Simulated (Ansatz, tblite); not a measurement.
# Cyclo-(Me2SiS)3 (C₆H₁₈S₃Si₃): spin-state energies by level

Is the singlet the ground state of cyclo-(Me2SiS)3 (C₆H₁₈S₃Si₃)? Other spin states are computed and compared level by level.

Program: Ansatz 0.2.0, Gaussian basis. Level of theory: as each input shows. These are calculated values, not measurements.

The runs, in order: triplet, at the geometry of the singlet (GFN1-xTB, GFN2-xTB, PBE0-D4/def2-TZVP, PBE-D4/def2-TZVP, r2SCAN-D4/def2-TZVP); the singlet's energies come from earlier runs.

### Step 1. The geometry

The geometry is that of the singlet, from an earlier relaxation (PBE-D4/def2-SVP).

30 atoms, charge 0, spin multiplicity 1.

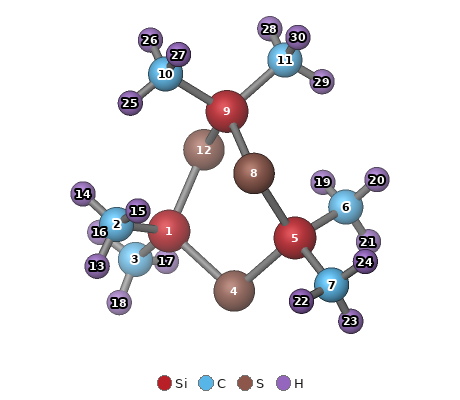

The geometry (silicon red, carbon blue, sulfur brown, hydrogen purple); atoms are numbered from 1 in the order of the file.

### Step 2. Triplet at the fixed geometry, GFN1-xTB

Tight binding, by tblite at 300 K electronic temperature and without a spin-polarisation term:

```python
tblite.interface.Calculator('GFN1-xTB', numbers, positions, charge=0, uhf=2).singlepoint()
```

Energy -1063.7336 eV; 0.1 s.

### Step 3. Triplet at the fixed geometry, GFN2-xTB

Tight binding, by tblite at 300 K electronic temperature and without a spin-polarisation term:

```python
tblite.interface.Calculator('GFN2-xTB', numbers, positions, charge=0, uhf=2).singlepoint()
```

Energy -1004.1293 eV; 0.072 s.

### Step 4. Triplet at the fixed geometry, PBE0-D4/def2-TZVP

The input, in.yaml:

```yaml
crystal:
  periodic: [false, false, false]
  atoms:
    - {symbol: Si, position_ang: [1.982245, -0.202584, 0.474992]}
    - {symbol: C, position_ang: [1.657761, -0.258843, 2.327856]}
    - {symbol: C, position_ang: [3.757703, -0.667057, 0.065718]}
    - {symbol: S, position_ang: [1.710283, 1.827358, -0.258651]}
    - {symbol: Si, position_ang: [-0.417088, 1.874685, -0.711319]}
    - {symbol: C, position_ang: [-0.707320, 1.272866, -2.470657]}
    - {symbol: C, position_ang: [-0.953652, 3.663288, -0.491164]}
    - {symbol: S, position_ang: [-1.585635, 0.750588, 0.746480]}
    - {symbol: Si, position_ang: [-1.239114, -1.323603, 0.187885]}
    - {symbol: C, position_ang: [-1.516964, -2.320382, 1.760384]}
    - {symbol: C, position_ang: [-2.421466, -1.886253, -1.164648]}
    - {symbol: S, position_ang: [0.757090, -1.636343, -0.619425]}
    - {symbol: H, position_ang: [2.375570, 0.413904, 2.840906]}
    - {symbol: H, position_ang: [1.787690, -1.288297, 2.719536]}
    - {symbol: H, position_ang: [0.632537, 0.095351, 2.551498]}
    - {symbol: H, position_ang: [3.995120, -1.675132, 0.462467]}
    - {symbol: H, position_ang: [3.921151, -0.668462, -1.029860]}
    - {symbol: H, position_ang: [4.455505, 0.065432, 0.521006]}
    - {symbol: H, position_ang: [-0.308873, 0.247493, -2.598877]}
    - {symbol: H, position_ang: [-1.788565, 1.283570, -2.717380]}
    - {symbol: H, position_ang: [-0.171673, 1.942640, -3.174616]}
    - {symbol: H, position_ang: [-0.819657, 3.987705, 0.559459]}
    - {symbol: H, position_ang: [-0.343350, 4.324340, -1.140212]}
    - {symbol: H, position_ang: [-2.020889, 3.783866, -0.767693]}
    - {symbol: H, position_ang: [-0.793530, -2.038509, 2.549356]}
    - {symbol: H, position_ang: [-1.399475, -3.402349, 1.545952]}
    - {symbol: H, position_ang: [-2.542426, -2.146807, 2.147390]}
    - {symbol: H, position_ang: [-2.230686, -2.948788, -1.421823]}
    - {symbol: H, position_ang: [-2.303242, -1.278219, -2.082020]}
    - {symbol: H, position_ang: [-3.469063, -1.791449, -0.812509]}
basis:
  gaussian: {orbitals: def2-TZVP, fitting: {mean_field: def2-universal-jkfit}}
magnetization: {spin_polarized: true, initial_magnetization: 2}
hamiltonian: {xc: pbe0, dispersion: d4}
scf: {omitted_lower_state_checks: [starts]}
output: {orbitals: {seedname: orbitals}}
```

Launch:

```
$ ansatz run in.yaml --threads 2 --pin off --events-out ev --progress --plain --max-ram 20480MiB --backend cuda --devices 0, --max-vram 18GiB
```

The log of the run:

```text
Functional definition: PBE0
  name "PBE0"
  cite "Adamo & Barone, J. Chem. Phys. 110, 6158 (1999) doi:10.1063/1.478522"
  cite "Perdew, Burke & Ernzerhof, Phys. Rev. Lett. 77, 3865 (1996) doi:10.1103/PhysRevLett.77.3865"
  parent pbe
  parameter a = 0.25
  parameter kappa = 0.804
  parameter beta = 0.06672455060314922
  exchange = (1 - a)*pbe_x(kappa = kappa, mu = beta*pi^2/3) + a*exact_x
  correlation = pbe_c(beta = beta)
these checks for a lower state are left out or cut short: starts
1542 factors; integrals over basis functions are off by at most 3.6e-1 eV
mean field evaluation 1: about -62604.7901 eV, gradient 7.8e1 eV
mean field evaluation 2: about -62586.0468 eV, gradient 9.0e1 eV
mean field evaluation 4: about -62630.8188 eV, gradient 1.5e1 eV
mean field evaluation 8: about -62632.4826 eV, gradient 6.5e-1 eV
mean field evaluation 16: about -62632.4988 eV, gradient 2.7e-2 eV
mean field evaluation 32: about -62632.4988 eV, gradient 3.2e-5 eV
mean field -62632.49882373 eV, -2301.7018779395 hartree, gradient 7.6e-6 eV, S^2 2.007680; 0 other end points of the search recorded, 0 dependent functions left out
reference -62632.49887566 eV, -2301.7018798478 hartree; 73, 71 occupied and 443, 445 virtual orbitals, 1542 factors
Total energy: -62633.65680598 eV, -2301.7444330025 hartree
Checks for a lower state left out: starts
```

Run time: 10 s. Hardware: 1 × H100 (card shared with other runs) with 2 threads of AMD EPYC 7R13, shared host; peak host memory 1.2 GiB.

HOMO -1.58 eV, LUMO -5.32 eV (over both spins; with the spin held, an empty level of the minority spin lies below the top filled one); ⟨S²⟩ 2.008 (pure: 2.00).

### Step 5. Triplet at the fixed geometry, PBE-D4/def2-TZVP

start.molden holds the orbitals of an earlier run on this state, given as this run's starting guess.

Edit in.yaml of step 4 so:

```diff
@@ -34,5 +34,5 @@
 basis:
-  gaussian: {orbitals: def2-TZVP, fitting: {mean_field: def2-universal-jkfit}}
+  gaussian: {orbitals: def2-TZVP, fitting: {mean_field: def2-universal-jkfit}, initial_orbitals: start.molden}
 magnetization: {spin_polarized: true, initial_magnetization: 2}
-hamiltonian: {xc: pbe0, dispersion: d4}
+hamiltonian: {xc: pbe, dispersion: d4}
 scf: {omitted_lower_state_checks: [starts]}
```

Launched as before.

The log of the run:

```text
Functional definition: PBE
  name "PBE"
  cite "Perdew, Burke & Ernzerhof, Phys. Rev. Lett. 77, 3865 (1996) doi:10.1103/PhysRevLett.77.3865"
  parent pbe
  parameter kappa = 0.804
  parameter beta = 0.06672455060314922
  exchange = pbe_x(kappa = kappa, mu = beta*pi^2/3)
  correlation = pbe_c(beta = beta)
these checks for a lower state are left out or cut short: starts
1542 factors; integrals over basis functions are off by at most 3.6e-1 eV
mean field evaluation 1: about -62626.2700 eV, gradient 1.4e1 eV
mean field evaluation 2: about -62626.6085 eV, gradient 5.6e-1 eV
mean field evaluation 4: about -62626.6544 eV, gradient 3.1e-1 eV
mean field evaluation 8: about -62626.6553 eV, gradient 1.7e-5 eV
mean field evaluation 16: about -62626.6553 eV, gradient 2.1e-6 eV
mean field -62626.65534631 eV, -2301.4871341053 hartree, gradient 2.1e-6 eV, S^2 2.003408; 0 other end points of the search recorded, 0 dependent functions left out
reference -62626.65541724 eV, -2301.4871367119 hartree; 73, 71 occupied and 443, 445 virtual orbitals, 1542 factors
Total energy: -62627.96785915 eV, -2301.5353680625 hartree
Checks for a lower state left out: starts
```

Run time: 7 s. Hardware: 1 × H100 (card shared with other runs) with 2 threads of AMD EPYC 7R13, shared host; peak host memory 1.1 GiB.

From the report: HOMO -0.96 eV, LUMO -5.75 eV (over both spins; with the spin held, an empty level of the minority spin lies below the top filled one); ⟨S²⟩ 2.003 (pure: 2.00).

### Step 6. Triplet at the fixed geometry, r2SCAN-D4/def2-TZVP

Edit in.yaml of step 5 so:

```diff
@@ -36,3 +36,3 @@
 magnetization: {spin_polarized: true, initial_magnetization: 2}
-hamiltonian: {xc: pbe, dispersion: d4}
+hamiltonian: {xc: r2scan, dispersion: d4}
 scf: {omitted_lower_state_checks: [starts]}
```

The command is unchanged.

The log of the run, cut to the lines that bear on the results:

```text
Functional definition: r2SCAN
  name "r2SCAN"
  cite "Furness, Kaplan, Ning, Perdew & Sun, J. Phys. Chem. Lett. 11, 8208 (2020) doi:10.1021/acs.jpclett.0c02405"
  cite "Furness, Kaplan, Ning, Perdew & Sun, J. Phys. Chem. Lett. 11, 9248 (2020) doi:10.1021/acs.jpclett.0c03077"
  parent r2scan
[...]
1542 factors; integrals over basis functions are off by at most 3.6e-1 eV
[...]
mean field -62653.87370015 eV, -2302.4873901597 hartree, gradient 8.3e-6 eV, S^2 2.008251; 0 other end points of the search recorded, 0 dependent functions left out
reference -62653.87372360 eV, -2302.4873910215 hartree; 73, 71 occupied and 443, 445 virtual orbitals, 1542 factors
Total energy: -62654.23784202 eV, -2302.5007721267 hartree
Checks for a lower state left out: starts
```

It took 11 s on 1 × H100 (card shared with other runs) with 2 threads of AMD EPYC 7R13, shared host; peak host memory 1.3 GiB.

From the report: HOMO -0.96 eV, LUMO -5.85 eV (over both spins; with the spin held, an empty level of the minority spin lies below the top filled one); ⟨S²⟩ 2.008 (pure: 2.00).

### Step 7. Triplet less singlet, vertical

The singlet's energies are those of its earlier runs, whose logs aren't repeated here.

```
              level  triplet less singlet, vertical (kJ/mol)    time
           GFN1-xTB                                   +598.7  0.21 s
           GFN2-xTB                                   +454.3  0.13 s
   PBE-D4/def2-TZVP                                   +471.3    13 s
r2SCAN-D4/def2-TZVP                                   +502.7    15 s
  PBE0-D4/def2-TZVP                                   +524.3    18 s
```

Times add the two runs; a level without a time comes out of a correlated run. Tight binding without a spin term can't rank spin states.

### Step 8. What came out

| quantity | value |
| --- | --- |
| triplet less singlet, vertical, functionals in def2-TZVP | +471.3 (PBE-D4) to +524.3 kJ/mol (PBE0-D4) |

All functionals put the triplet above the singlet, over a spread of 53.1 kJ/mol. The checks for a lower triplet were left out, so another state of that spin may lie lower. These are electronic energies, without zero-point motion, entropy or surroundings.
